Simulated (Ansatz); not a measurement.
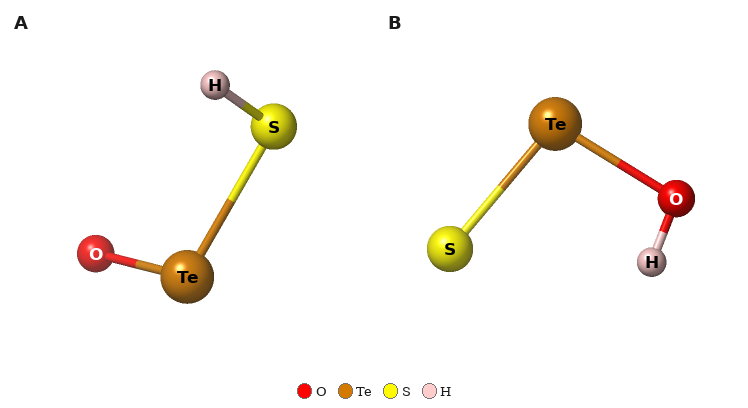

2 stationary structures of one formula. State: charge −1, singlet. Geometries: PBE0-D4/def2-TZVPD. Electronic energies: RHF-CCSD(T) (frozen core)/def2-TZVPPD (Ansatz 0.2.0), without zero-point energy. No frequency run is at hand to confirm each as a minimum.

**Which structure is the most stable?**

B is lowest (Cs); A lies 18.9 kcal/mol above it (C1).
